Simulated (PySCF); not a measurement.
# Rh: excitation energy in x2c-TZVPPall plus 1 even-tempered diffuse shell per l

Each state of rhodium is computed at each level; their differences give the excitation energy. How far do the methods differ?

Program: PySCF 2.14.0. Level of theory: unrestricted determinants in a Gaussian basis, no spin-orbit coupling in the energies. These are calculated values, not measurements, unless marked.

**1. Starting point**

- Element: rhodium (Z = 45)
- Basis: x2c-TZVPPall with one added diffuse shell each of s, p, d, f type (9s7p7d3f1g, 95 functions)
- Hamiltonian: the spin-free X2C one-electron Hamiltonian (Gaussian nucleus)
- State 1: Rh: [Kr] 4d7 5s1 5p1, one real determinant (an excited configuration)
- Needed too, but not shown: Rh [Kr] 4d8 5s1 (4F)
- Methods: CCSD(T)
- Core shells frozen in the correlated runs: valence and next inner shell: [Ar] 3d10 (for Rh)

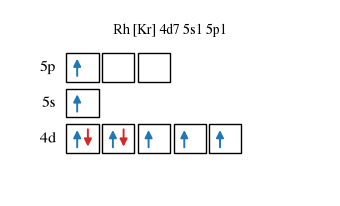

Occupation of the outer shells (arrows by Hund's rule).

The runs were made by one driver on top of PySCF. The scripts below sum up each run's settings (the driver also hands on starting orbitals that pick excited configurations, and frozen orbitals as a list rather than a count), and the logs come from the driver's own runs. The driver starts from symmetry-adapted Hartree-Fock orbitals, holds the occupation by maximum overlap and uses a logarithmic radial grid for functionals, so a plain start would take other cycles.

The integrals over 95 functions and the set-up took 4.7 s of CPU time.

**2. Rh [Kr] 4d7 5s1 5p1, at CCSD(T) (valence and next inner shell)**

Level: CCSD(T) (valence and next inner shell).

Contents of input.py:

```python
from pyscf import gto, scf, dft, mp, cc
import basis_set_exchange as bse
mol = gto.M(atom="Rh 0 0 0", charge=0, spin=5, symmetry="D2h",
            basis=gto.basis.parse(bse.get_basis("x2c-TZVPPall", elements=["Rh"], fmt="nwchem", augment_diffuse=1)),
            nucmod="G")
mf = scf.UHF(mol).sfx2c1e()
mf.irrep_nelec = {'Ag': (9, 7), 'B1g': (2, 2), 'B2g': (2, 1), 'B3g': (2, 1), 'B1u': (3, 3), 'B2u': (4, 3), 'B3u': (3, 3)}
mf.kernel()
mycc = cc.CCSD(mf, frozen=14).run()
mycc.ccsd_t()
```

Output:

```text
CC2 = 0
CCSD nocc = (np.int64(11), np.int64(6)), nmo = (81, 81)
frozen orbitals [[0, 1, 2, 3, 4, 5, 6, 7, 8, 9, 10, 11, 12, 13], [0, 1, 2, 3, 4, 5, 6, 7, 8, 9, 10, 11, 12, 13]]
max_cycle = 100
direct = 0
conv_tol = 1e-08
conv_tol_normt = 1e-06
diis_space = 8
diis_start_cycle = 0
Init t2, MP2 energy = -0.488640528403867
Init E_corr(UCCSD) = -0.488640528416267
cycle = 1  E_corr(UCCSD) = -0.479494548959245  dE = 0.00914597946  norm(t1,t2) = 0.0607305
cycle = 2  E_corr(UCCSD) = -0.487692542770036  dE = -0.00819799381  norm(t1,t2) = 0.0186521
cycle = 3  E_corr(UCCSD) = -0.487983018950399  dE = -0.00029047618  norm(t1,t2) = 0.0101511
cycle = 4  E_corr(UCCSD) = -0.488763251690463  dE = -0.00078023274  norm(t1,t2) = 0.00517629
cycle = 5  E_corr(UCCSD) = -0.488745310020298  dE = 1.79416702e-05  norm(t1,t2) = 0.00273147
cycle = 6  E_corr(UCCSD) = -0.488680301470914  dE = 6.50085494e-05  norm(t1,t2) = 0.00184805
cycle = 7  E_corr(UCCSD) = -0.488777965575505  dE = -9.76641046e-05  norm(t1,t2) = 0.0013703
cycle = 8  E_corr(UCCSD) = -0.488795579947151  dE = -1.76143716e-05  norm(t1,t2) = 0.00108087
cycle = 9  E_corr(UCCSD) = -0.488749517196822  dE = 4.60627503e-05  norm(t1,t2) = 0.000842987
cycle = 10  E_corr(UCCSD) = -0.488760165076519  dE = -1.06478797e-05  norm(t1,t2) = 0.000626491
cycle = 11  E_corr(UCCSD) = -0.488783811126105  dE = -2.36460496e-05  norm(t1,t2) = 0.00043297
cycle = 12  E_corr(UCCSD) = -0.488781971014287  dE = 1.84011182e-06  norm(t1,t2) = 0.000214454
cycle = 13  E_corr(UCCSD) = -0.488783812124807  dE = -1.84111052e-06  norm(t1,t2) = 0.000136395
cycle = 14  E_corr(UCCSD) = -0.488782177189754  dE = 1.63493505e-06  norm(t1,t2) = 7.44895e-05
cycle = 15  E_corr(UCCSD) = -0.488782434647102  dE = -2.57457349e-07  norm(t1,t2) = 3.73574e-05
cycle = 16  E_corr(UCCSD) = -0.488782860934731  dE = -4.26287629e-07  norm(t1,t2) = 1.56448e-05
cycle = 17  E_corr(UCCSD) = -0.48878278538566  dE = 7.55490713e-08  norm(t1,t2) = 7.41442e-06
cycle = 18  E_corr(UCCSD) = -0.488782773633945  dE = 1.17517143e-08  norm(t1,t2) = 3.87439e-06
cycle = 19  E_corr(UCCSD) = -0.488782750680945  dE = 2.29530004e-08  norm(t1,t2) = 2.64628e-06
cycle = 20  E_corr(UCCSD) = -0.48878273620588  dE = 1.44750651e-08  norm(t1,t2) = 1.94205e-06
cycle = 21  E_corr(UCCSD) = -0.488782761756808  dE = -2.5550928e-08  norm(t1,t2) = 1.5328e-06
cycle = 22  E_corr(UCCSD) = -0.48878278219089  dE = -2.04340818e-08  norm(t1,t2) = 1.2881e-06
cycle = 23  E_corr(UCCSD) = -0.488782790274888  dE = -8.08399786e-09  norm(t1,t2) = 1.07596e-06
cycle = 24  E_corr(UCCSD) = -0.488782797607154  dE = -7.33226663e-09  norm(t1,t2) = 8.68255e-07
UCCSD converged
E(UCCSD) = -4781.572924668599  E_corr = -0.4887827976071542
UCCSD(T) correction = -0.0134383320494943
```

It used 2 min of CPU time after the integrals (shared host).

CCSD correlation -0.48878 hartree, triples -0.01344; total -4781.586363. T1 = 0.013, largest double amplitude 0.022.

The real determinant used has ⟨L²⟩ near 14 against 20 for a pure G term, so it mixes terms.

**3. The energy differences**

Excitation energy: Rh [Kr] 4d8 5s1 (4F) → Rh [Kr] 4d7 5s1 5p1 (high-spin determinant).

```
                                method  value (eV)  less CCSD(T) (valence and next inner shell) (eV)
                                   UHF       2.864                                            -1.428
    MP2 (valence and next inner shell)       4.537                                            +0.245
SCS-MP2 (valence and next inner shell)       4.547                                            +0.255
   CCSD (valence and next inner shell)       4.177                                            -0.114
CCSD(T) (valence and next inner shell)       4.292                                            +0.000
```

A first-order spin-orbit estimate (lowest level to lowest level, LS coupling) adds 0.036 eV.

The differences also use runs on Rh [Kr] 4d8 5s1 (4F), which are not shown here. The runs at UHF, MP2 (valence and next inner shell) are not shown; their differences are listed all the same.

**4. What came out**

```
                                quantity                                                       value
excitation energy, Rh → [Kr] 4d7 5s1 5p1  UHF 2.864, CCSD(T) (valence and next inner shell) 4.292 eV
```

Accuracy by level (over 1 difference):

```
                                method  mean absolute miss against CCSD(T) (valence and next inner shell) (eV)
                                   UHF                                                                   1.428
    MP2 (valence and next inner shell)                                                                   0.245
SCS-MP2 (valence and next inner shell)                                                                   0.255
   CCSD (valence and next inner shell)                                                                   0.114
CCSD(T) (valence and next inner shell)                                                                   0.000
```

The methods span 1.683 eV, from UHF (2.864) to SCS-MP2 (valence and next inner shell) (4.547). No reference value is at hand in this session. The basis is finite, and no extrapolation was made.
